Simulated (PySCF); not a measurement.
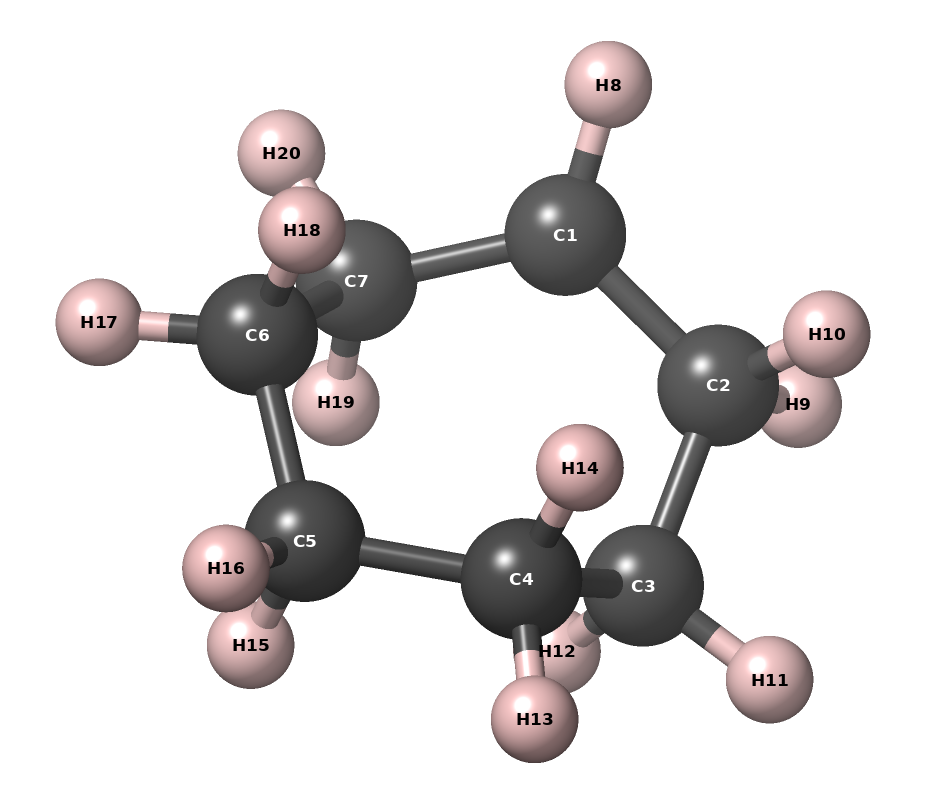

State: neutral, doublet. Computed geometry: GFN2-xTB optimisation. No frequency run is at hand to confirm it as a minimum. Properties computed with UKS B3LYP, pcH-1 on C H, non-relativistic (PySCF 2.14.0).

Give the isotropic hyperfine couplings (Fermi-contact term alone) of C1, C2, C3, C4, C5, C6, C7, H8, H9, H10, H11, H12, H13, H14, H15, H16, H17, H18, H19, H20.

| atom | isotope | a_iso (MHz) |
| --- | --- | --- |
| C1 | 13C | 90.2 |
| C2 | 13C | −33.2 |
| C3 | 13C | 15.4 |
| C4 | 13C | −0.8 |
| C5 | 13C | −2.0 |
| C6 | 13C | 86.3 |
| C7 | 13C | −32.7 |
| H8 | 1H | −62.7 |
| H9 | 1H | 142.1 |
| H10 | 1H | 58.7 |
| H11 | 1H | 0.0 |
| H12 | 1H | 0.7 |
| H13 | 1H | −0.4 |
| H14 | 1H | 0.4 |
| H15 | 1H | 0.0 |
| H16 | 1H | 1.5 |
| H17 | 1H | 11.1 |
| H18 | 1H | −2.9 |
| H19 | 1H | 54.4 |
| H20 | 1H | 18.6 |
